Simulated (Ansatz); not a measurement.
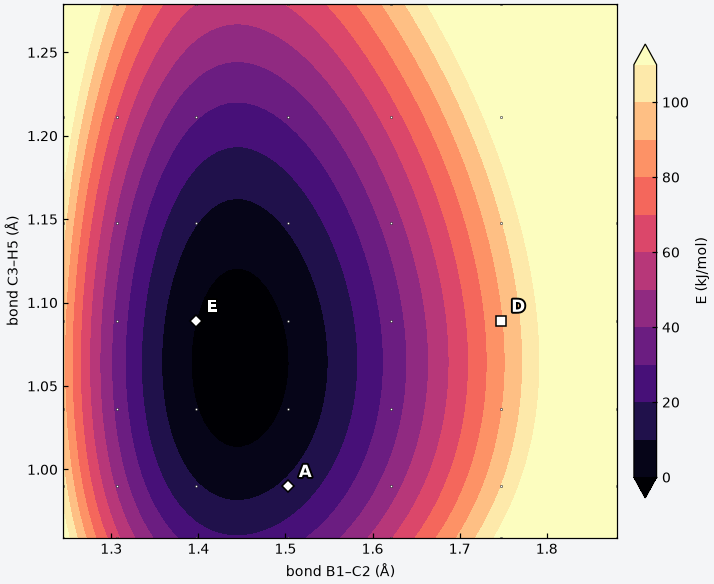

C2H2B, SMILES B=C=[CH], spin multiplicity 2. Two internal coordinates are moved rigidly from the geometry relaxed at PBE0-D4/def2-TZVP, all others fixed. First axis: bond B1–C2. Second axis: bond C3–H5. The scan uses a 7 × 7 grid. Energies are in kJ/mol, from the lowest grid point. Theory: UKS r2SCAN-D4/def2-TZVPP in Ansatz.

In the figure: filled contours, dots at the grid points, one colour for all values above the top of the scale, lettered points. Between grid points the surface is interpolated.

Is E the lowest point of the computed grid?

Yes. E, at bond B1–C2 = 1.397 Å, bond C3–H5 = 1.089 Å, has the lowest energy of the grid.

What kind of point is each of D, E: minimum, saddle, maximum or slope?

D: on a slope; E: minimum. (In these two coordinates alone; a stationary point may lie a little off the grid point.)
